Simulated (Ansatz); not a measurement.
**CH₄F₂OSi (SMILES FC(F)O[SiH3]): density, localisation and related maps**

```xyz
9

F     1.7404   -0.6584   -0.8976
C     1.3021   -0.2671    0.3218
F     1.4658    1.0811    0.3652
O     0.0160   -0.6022    0.5005
Si   -1.3056    0.1425   -0.2106
H     1.9355   -0.7232    1.0857
H    -2.4100   -0.8182   -0.0050
H    -1.0611    0.3764   -1.6527
H    -1.5946    1.4228    0.4756
```

Geometry: PBE0-D4/def2-TZVP.

Method: RKS PBE0-D4/def2-TZVPP in Ansatz.

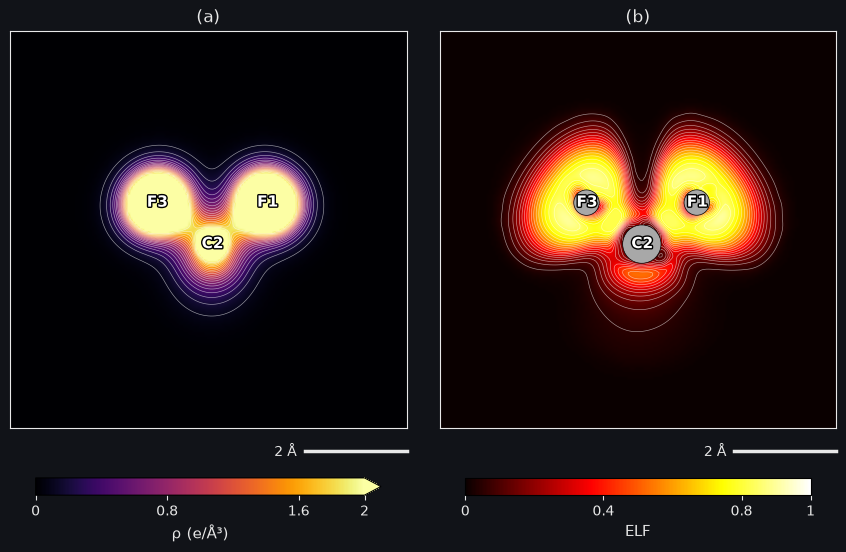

Figure 1. (a) total electron density; (b) electron localisation function on the plane of atoms F1, C2 and F3. Grey discs cover the atomic cores in the ELF map.

### What do the fields say about this system?

- The section cuts through F and C sites.
- C–F (1.35 Å): ρ at the midpoint is about 2.3 e/Å³, with its minimum of 1.9 e/Å³ about 0.5 Å from C; the ELF peaks at about 0.85 between the atoms, as expected for a shared but strongly polarised pair.
- The ELF also peaks beside F3 and F1, away from the bonds: lone-pair regions.

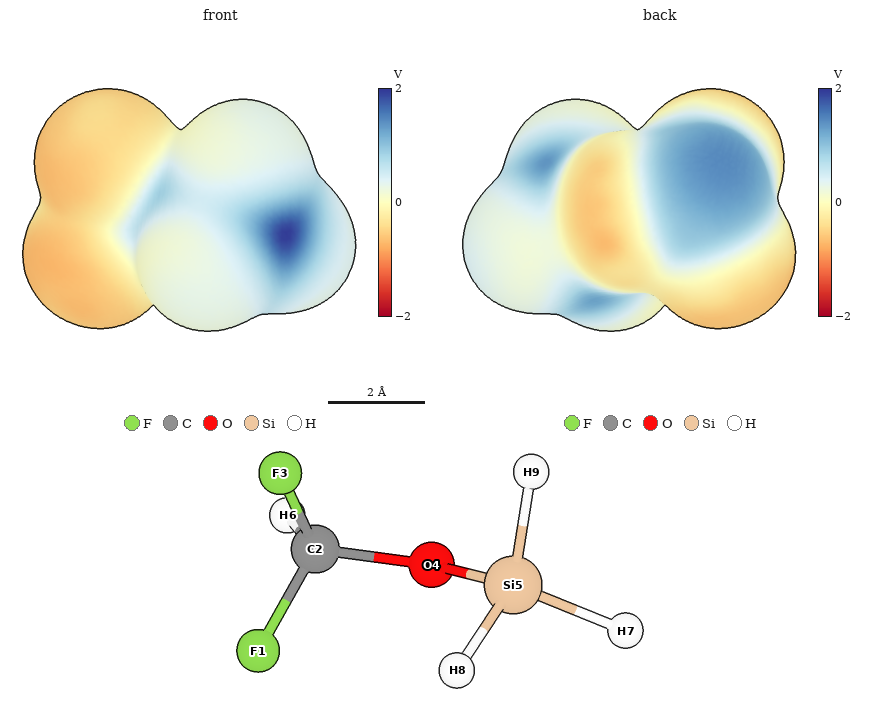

Figure 2. The molecular electrostatic potential painted on the density surface at 0.002 e/bohr³, seen from the front and from behind; the colour scale runs from red (negative) to blue (positive). The bare structure is drawn below in the same view.

### Which sites attract a positive test charge, and which a negative one?

A positive charge is drawn to the negative regions and a negative charge to the positive ones. The most negative region (about −0.7 V) lies over F1, F3 and O4, the most positive (about +1.8 V) over Si5.

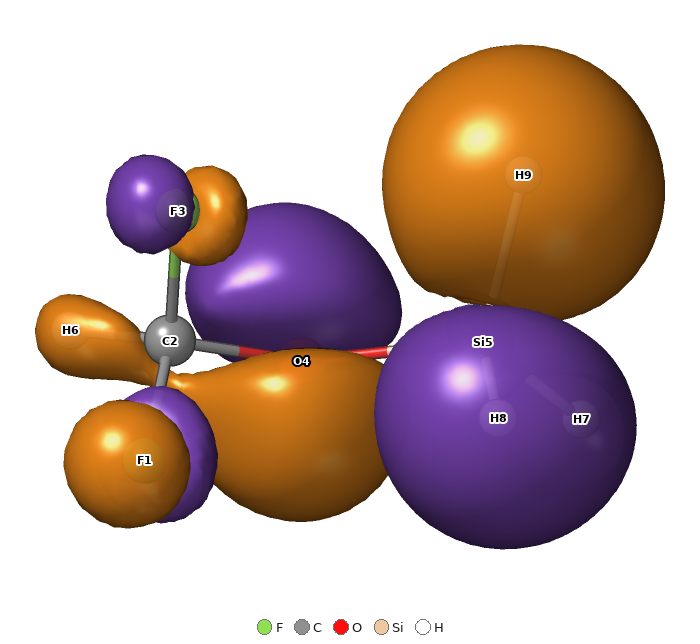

Figure 3. The HOMO at ±0.08 Å⁻³ᐟ² (orange and purple are the two phases), seen across its widest extent.

### Describe this orbital and give its energy.

By Hirshfeld shares it lies mainly on O4 (about 30 %), Si5 (about 25 %), H9 (about 20 %) and H8 (about 15 %). Its energy is −9.37 eV.
